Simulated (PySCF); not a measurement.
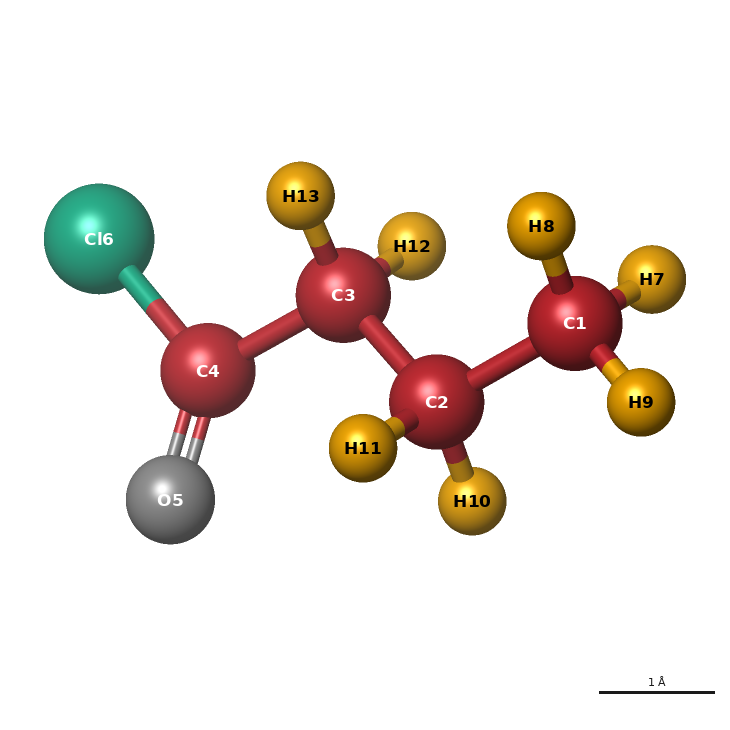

The computed structure is the end point of a PBE0-D3(BJ)/def2-SVP optimisation. No frequency run is at hand to confirm it as a minimum.

Give the bond lengths.

| bond | length (Å) | order |
| --- | --- | --- |
| C1–C2 | 1.520 | single |
| C1–H7 | 1.102 | single |
| C1–H8 | 1.102 | single |
| C1–H9 | 1.100 | single |
| C2–C3 | 1.520 | single |
| C2–H10 | 1.102 | single |
| C2–H11 | 1.102 | single |
| C3–C4 | 1.499 | single |
| C3–H12 | 1.104 | single |
| C3–H13 | 1.104 | single |
| C4–O5 | 1.182 | double |
| C4–Cl6 | 1.798 | single |
